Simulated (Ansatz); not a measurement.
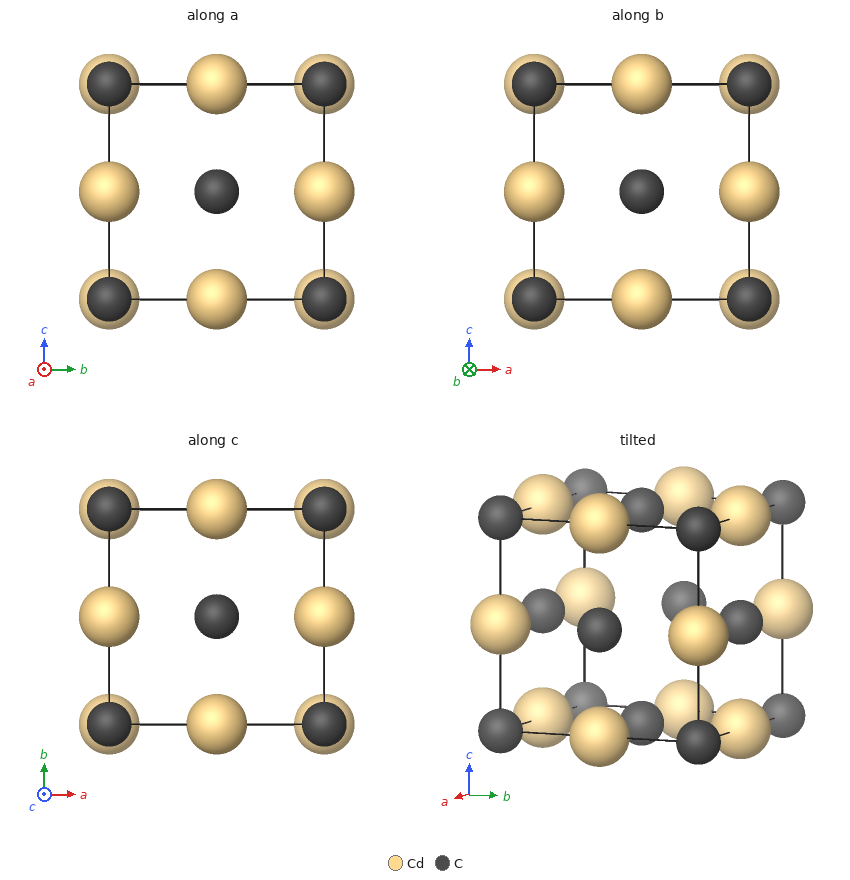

Spheres-only representation of a periodic structure, projected along the a axis, along the b axis, along the c axis and slightly off an axis. The conventional unit cell is drawn as a box.

Lattice parameters: a = 4.7244 Å, b = 4.7244 Å, c = 4.7244 Å, α = 90.000°, β = 90.000°, γ = 90.000°.

**Record the structure as a CIF with its space group and independent sites.**

```cif
data_structure
_symmetry_space_group_name_H-M 'P m -3 m'
_symmetry_Int_Tables_number 221
_cell_length_a 4.7244
_cell_length_b 4.7244
_cell_length_c 4.7244
_cell_angle_alpha 90.000
_cell_angle_beta 90.000
_cell_angle_gamma 90.000
_cell_volume 105.45
loop_
_atom_site_label
_atom_site_type_symbol
_atom_site_symmetry_multiplicity
_atom_site_Wyckoff_symbol
_atom_site_fract_x
_atom_site_fract_y
_atom_site_fract_z
_atom_site_occupancy
Cd1 Cd 3 d 0.0000 0.0000 0.5000 1
C1 C 1 a 0.0000 0.0000 0.0000 1
C2 C 3 c 0.0000 0.5000 0.5000 1
```

Provenance: a structure type filled with these elements by a generator (whether the compound takes this form wasn't checked). Earlier steps of the study may have refined or changed the cell and positions. It was the input of a calculation with Ansatz.
